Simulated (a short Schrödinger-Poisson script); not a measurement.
Structure: MOS inversion layer, SiO2 on p-type Si(100), at 300 K.

```csv
layer,material,thickness (nm),Na (cm⁻³)
1,SiO2,3.8,-
2,Si,880,2.4e17
```

The device is made up for the run: typed textbook-type constants, with dimensions and the other settings drawn at random. SiO2: permittivity 3.9, conduction-band edge (eV) 3.15, gap (eV) 9, electron mass (mₑ) 0.5. Si: permittivity 11.7, conduction-band edge (eV) 0, gap (eV) 1.124, Nv at 300 K (cm⁻³) 3.1e19.

Channel valleys (confinement mass, in-plane density-of-states mass, number): Δ2 0.916, 0.19, 2; Δ4 0.19, 0.417, 4. At the gate the conduction-band edge of layer 1 lies 3.65 eV − eVg above the Fermi level of the channel; the field vanishes at the back. Gaps are held at their typed values at every temperature. Mesh 0.03 nm at interfaces.

From a short Schrödinger-Poisson script (our own, NumPy): 1D Poisson equation in equilibrium, electrons quantum, Hartree (BenDaniel-Duke, 12 states a valley, the channel's in-plane mass for all, wave functions free to enter the dielectric), parabolic valleys, classical holes, full ionisation, no traps, pinning or gate leakage.

Only gate voltages with over 1e8 electrons/cm² are shown.

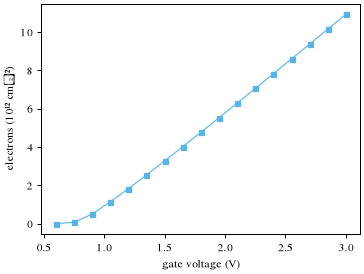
Sheet density against gate voltage

```csv
Vg (V),electrons (cm⁻²),C (μF/cm²),Δ2 E0 (meV),Δ2 E1 (meV),Δ4 E0 (meV),Δ4 E1 (meV)
0.6,7.83e8,0.138,242.3,291.6,280.4,362.0
0.75,6.32e10,0.321,127.4,179.6,167.5,253.7
0.9,4.96e11,0.640,72.1,128.1,115.1,204.9
1.05,1.13e12,0.726,48.6,108.8,94.7,187.4
1.2,1.82e12,0.760,34.0,98.2,83.0,178.3
1.35,2.54e12,0.779,23.2,91.2,75.0,172.6
1.5,3.27e12,0.792,14.4,86.1,68.9,168.6
1.65,4.01e12,0.801,7.0,82.1,64.0,165.6
1.8,4.77e12,0.807,0.5,79.0,59.8,163.3
1.95,5.52e12,0.813,-5.4,76.3,56.2,161.4
2.1,6.29e12,0.817,-10.8,74.0,53.0,159.9
2.25,7.05e12,0.821,-15.9,72.1,50.0,158.6
2.4,7.82e12,0.824,-20.6,70.3,47.3,157.5
2.55,8.59e12,0.827,-25.1,68.8,44.8,156.5
2.7,9.37e12,0.829,-29.3,67.4,42.5,155.7
2.85,1.01e13,0.831,-33.4,66.1,40.2,154.9
3,1.09e13,0.833,-37.3,65.0,38.1,154.3
```

Subbands count from the Fermi level.
